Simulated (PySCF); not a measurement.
# GeAs (charge −1): what the fields show

```xyz
2

Ge    0.0000    0.0000   -1.0873
As    0.0000    0.0000    1.0727
```

Method: PBE0/def2-TZVPPD, non-relativistic Hamiltonian with scalar-relativistic core potentials where named, at a bond length of 2.160 Å in PySCF 2.14.0.

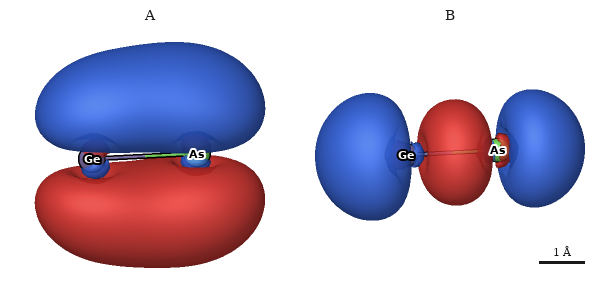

Figure 1. Two frontier orbitals, each drawn at the value that holds 80 % of its norm (red and blue are the two phases), in no order; of a degenerate pair one member is drawn.

Q: Label each orbital by symmetry, say whether it is occupied, and order them by energy.

A: Orbital B: σ, occupied, −0.83 eV; shared between the atoms (Ge 50 %, As 50 %).
Orbital A: π, occupied, −0.69 eV; bonding, with no node between the atoms.

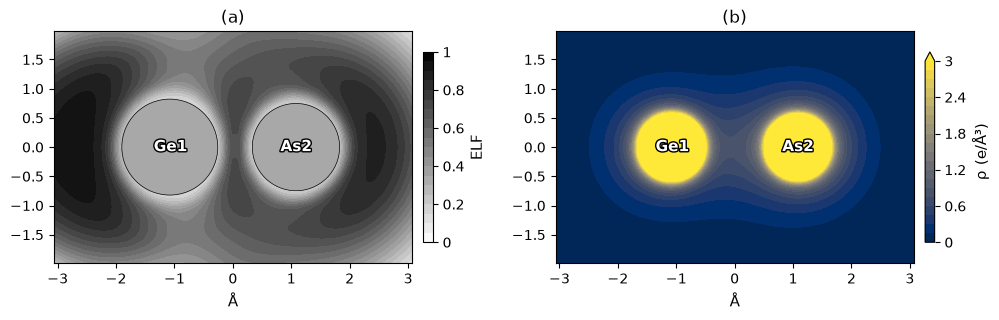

Figure 2. (a) electron localisation function; (b) electron density on a plane that holds the molecular axis. Grey discs cover the atomic cores in the ELF map.

Q: Describe what can be read from this map.

A: Atoms in the plane: Ge and As.
Ge–As (2.16 Å): the density is about 0.79 e/Å³ at the midpoint; the ELF peaks at about 0.65 in the valence shell of As, 1.1 Å from its nucleus, and is about 0.65 at the midpoint.
The ELF also peaks beside As2, away from the bonds: lone-pair regions.
